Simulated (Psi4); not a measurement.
# UHF/aug-cc-pVDZ run of C2HF2 (SMILES [CH]=C(F)F)

What is the vertical ionisation energy of C2HF2 at UHF/aug-cc-pVDZ? 

Program for the calculation: Psi4 1.11.

2 further runs of the same task are left out: 2 that didn't finish.

## Step 1: The system as given

C2HF2: 5 atoms, total charge 0, spin state doublet. SMILES: `[CH]=C(F)F`. The coordinates come from a PBE0-D4/def2-TZVP relaxation.

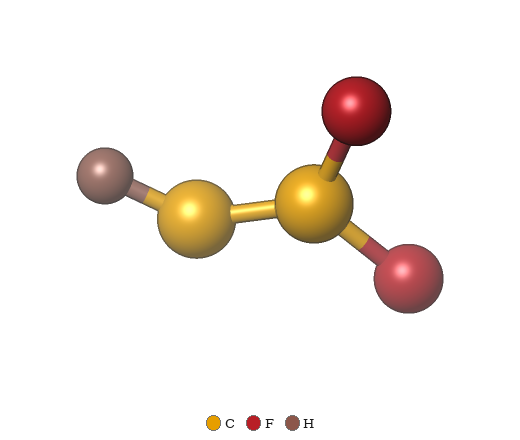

Viewed from a chosen angle; carbon amber, fluorine red, hydrogen brown.

## Step 2: The energy at UHF/aug-cc-pVDZ

The input, calc.py:

```python
import psi4

psi4.set_memory(1600000000)
psi4.set_num_threads(1)
psi4.core.set_output_file('run.log', False)

mol = psi4.geometry("""
0 2
C
C 1 1.300606
F 2 1.313443 1 124.97595
F 2 1.320414 1 125.42075 3 179.99785
H 1 1.072189 2 140.61985 3 -179.99931
symmetry c1
""")

psi4.set_options({
    'basis': 'aug-cc-pVDZ',
    'reference': 'uhf',
    'puream': True,
    'e_convergence': 1e-09,
    'd_convergence': 1e-08,
    'scf_type': 'pk',
    'maxiter': 200,
})

energy_value, wavefunction = psi4.energy("scf", return_wfn=True)
psi4.oeprop(wavefunction, "DIPOLE", "MULLIKEN_CHARGES", "LOWDIN_CHARGES")
print(f'total energy {energy_value:.8f} hartree = {energy_value * 27.211386:.5f} eV')
for k, v in sorted(psi4.core.scalar_variables().items()):
    print(f'{k:45s} {v:18.10f}')
```

Run with:

```console
$ python calc.py
```

run.log, shortened:

```text
[...]
  Running in c1 symmetry.
[...]
  Nuclear repulsion =  109.976061309616227
[...]
  Multiplicity = 2
[...]
  Nalpha       = 16
  Nbeta        = 15
[...]
    Number of basis functions: 101
[...]
   @UHF iter   1:  -275.04449922906082   -7.12232e-01   3.72011e-03 ADIIS/DIIS
[...]
   @UHF iter  17:  -275.12349234921521   -1.12550e-11   6.07300e-09 DIIS
[...]
   @S^2 Observed:                9.024290093E-01
[...]
    Orbital Energies [Eh]
    ---------------------
    Alpha Occupied:
       1A    -26.361169     2A    -26.360849     3A    -11.430370
       4A    -11.292954     5A     -1.713266     6A     -1.648607
       7A     -1.096919     8A     -0.892530     9A     -0.813290
      10A     -0.765953    11A     -0.755713    12A     -0.684284
      13A     -0.672205    14A     -0.665200    15A     -0.475777
      16A     -0.431992
    Alpha Virtual:
      17A      0.034653    18A      0.075100    19A      0.096568
      20A      0.104340    21A      0.119003    22A      0.120476
      23A      0.126690    24A      0.156823    25A      0.206752
[...]
  @UHF Final Energy:  -275.12349234921521
   => Energetics <=
    Nuclear Repulsion Energy =            109.9760613096162274
    One-Electron Energy =                -598.7030790291724998
    Two-Electron Energy =                 213.6035253703410604
    Total Energy =                       -275.1234923492152120
  UHF NO Occupations:
  HONO-2 :   14  A 1.9962441
  HONO-1 :   15  A 1.9268404
[...]
 Multipole Moments:
 ------------------------------------------------------------------------------------
     Multipole            Electronic (a.u.)      Nuclear  (a.u.)        Total (a.u.)
 ------------------------------------------------------------------------------------
 L = 1.  Multiply by 2.5417464519 to convert [e a0] to [Debye]
 Dipole X            :          0.0000125           -0.0000187           -0.0000063
 Dipole Y            :         -0.4367681            0.6481851            0.2114169
 Dipole Z            :          2.6431298           -3.2613163           -0.6181865
 Magnitude           :                                                    0.6533388
[...]
  Mulliken Charges: (a.u.)
   Center  Symbol    Alpha    Beta     Spin     Total
       1     C     3.97223  2.27551  1.69671 -0.24774
       2     C     1.88624  2.52587 -0.63963  1.58789
       3     F     4.76495  4.76977 -0.00482 -0.53472
       4     F     4.79232  4.76840  0.02392 -0.56072
       5     H     0.58426  0.66045 -0.07619 -0.24471
   Total alpha = 16.00000, Total beta = 15.00000, Total charge = -0.00000
  Lowdin Charges: (a.u.)
   Center  Symbol    Alpha    Beta     Spin     Total
       1     C     3.37175  2.35286  1.01889  0.27540
[...]
```

Standard output:

```text
Memory set to   1.490 GiB by Python driver.
  Threads set to 1 by Python driver.
total energy -275.12349235 hartree = -7486.49155 eV
CURRENT ENERGY                                   -275.1234923492
CURRENT REFERENCE ENERGY                         -275.1234923492
DD SOLVATION ENERGY                                 0.0000000000
HF KINETIC ENERGY                                 274.9619257027
HF POTENTIAL ENERGY                              -550.0854180519
HF TOTAL ENERGY                                  -275.1234923492
HF VIRIAL RATIO                                     2.0005875964
NUCLEAR REPULSION ENERGY                          109.9760613096
ONE-ELECTRON ENERGY                              -598.7030790292
PCM POLARIZATION ENERGY                             0.0000000000
PE ENERGY                                           0.0000000000
SCF ITERATION ENERGY                             -275.1234923492
SCF ITERATIONS                                     17.0000000000
SCF TOTAL ENERGY                                 -275.1234923492
TWO-ELECTRON ENERGY                               213.6035253703
```

Wall time 8.1 s (1 thread of Intel Xeon Platinum 8375C at 2.90GHz (Ice Lake), shared host); peak memory 0.4 GiB.

## Step 3: The singlet cation: energy and forces at HF/aug-cc-pVDZ

The input, calc.in:

```
memory 1600 MB

molecule m {
  1 1
  C
  C 1 1.300606
  F 2 1.313443 1 124.97595
  F 2 1.320414 1 125.42075 3 179.99785
  H 1 1.072189 2 140.61985 3 -179.99931
  symmetry c1
}

set basis aug-cc-pVDZ
set puream true
set e_convergence 1e-09
set d_convergence 1e-08
set scf_type pk

e_tot, wfn = gradient("hf", return_wfn=True)
oeprop(wfn, "DIPOLE", "WIBERG_LOWDIN_INDICES", "LOWDIN_CHARGES", title="HF")
print_variables()
```

Run with:

```console
$ psi4 calc.in calc.out -n 1
```

calc.out, shortened:

```text
[...]
  Running in c1 symmetry.
[...]
  Nuclear repulsion =  109.976061309616227
[...]
  Multiplicity = 1
[...]
  Nalpha       = 15
  Nbeta        = 15
[...]
    Number of basis functions: 101
[...]
   @RHF iter   1:  -274.63801331954056   -3.05746e-01   3.86830e-03 DIIS/ADIIS
[...]
   @RHF iter  13:  -274.72109619654225   -3.12639e-12   3.54713e-09 DIIS
[...]
    Orbital Energies [Eh]
    ---------------------
    Doubly Occupied:
       1A    -26.649311     2A    -26.635752     3A    -11.780945
       4A    -11.694574     5A     -1.987097     6A     -1.917947
       7A     -1.408433     8A     -1.161930     9A     -1.081888
      10A     -1.056359    11A     -1.037260    12A     -0.952595
      13A     -0.952294    14A     -0.932278    15A     -0.745032
[...]
  @RHF Final Energy:  -274.72109619654225
   => Energetics <=
    Nuclear Repulsion Energy =            109.9760613096162274
    One-Electron Energy =                -589.4069265979787815
    Two-Electron Energy =                 204.7097690918202773
    Total Energy =                       -274.7210961965422484
[...]
  -Total Gradient:
     Atom            X                  Y                   Z
    ------   -----------------  -----------------  -----------------
       1       -0.000001025086    -0.068069183584    -0.012104099440
       2       -0.000005187798     0.044353929463    -0.121738101871
       3        0.000002069464    -0.036364924442     0.041023857908
       4        0.000002965795     0.037612651407     0.058379319062
       5        0.000001177625     0.022467527155     0.034439024342
[...]
 Multipole Moments:
 ------------------------------------------------------------------------------------
     Multipole            Electronic (a.u.)      Nuclear  (a.u.)        Total (a.u.)
 ------------------------------------------------------------------------------------
 L = 1.  Multiply by 2.5417464519 to convert [e a0] to [Debye]
 Dipole X            :         -0.0000164           -0.0000187           -0.0000351
 Dipole Y            :         -0.5388905            0.6481851            0.1092946
 Dipole Z            :          0.8622662           -3.2613163           -2.3990502
 Magnitude           :                                                    2.4015385
[...]
```

It took 13 s on 1 thread of Intel Xeon Platinum 8375C at 2.90GHz (Ice Lake), shared host; peak memory 0.4 GiB.

## Step 4: Outcome

Level: UHF/aug-cc-pVDZ.

```
                                          quantity          value
                       doublet C2HF2: total energy  -275.12349 Eh
                      doublet C2HF2: dipole moment         1.66 D
 doublet C2HF2: HOMO energy (highest over α and β)      -10.92 eV
  doublet C2HF2: LUMO energy (lowest over α and β)        0.94 eV
                               doublet C2HF2: ⟨S²⟩          0.902
                      singlet cation: total energy  -274.72110 Eh
                       singlet cation: HOMO energy      -20.27 eV
                       singlet cation: LUMO energy       -9.06 eV
                     singlet cation: HOMO–LUMO gap       11.21 eV
          singlet cation: largest force on an atom     6.663 eV/Å
vertical ionisation energy (to the singlet cation)      10.950 eV
```

**Reading.** Removing an electron at fixed nuclei costs 10.95 eV (1056 kJ/mol). Only the singlet of the ionised species was computed; a triplet could lie lower. ⟨S²⟩ (doublet C2HF2) is 0.90 where a pure doublet has 0.75: the reference is spin-contaminated. Mulliken charges (doublet C2HF2) run from -0.56 on F4 to +1.59 on C2; in a basis this large or diffuse they mean little.
